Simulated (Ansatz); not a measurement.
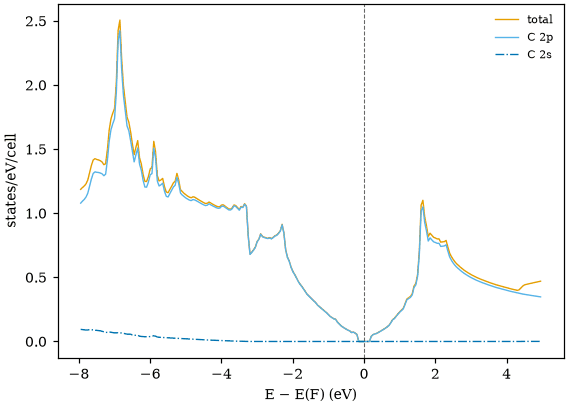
*Total and projected density of states of C (graphite, space group No. 194), r²SCAN+D4 in the plane-wave PAW code Ansatz*

Problem. Which orbitals carry the states next to the Fermi level?

Solution. Within 0.5 eV of the Fermi level: C 2p 99 %. Projections are on Löwdin-orthogonalised atomic valence shells; empty p or d shells of many metals are not among them.

Problem. Where is the tallest occupied peak in this window, and what makes it?

Solution. Near -6.8 eV, about 2.5 states/eV per cell; the largest projected share is C 2p.

Space group P6_3/mmc (graphite). The r²SCAN+D4 relaxation kept the symmetry of its start; of distortions, only those at the zone centre were tested.

Potentials: the later of the program's two PAW sets.
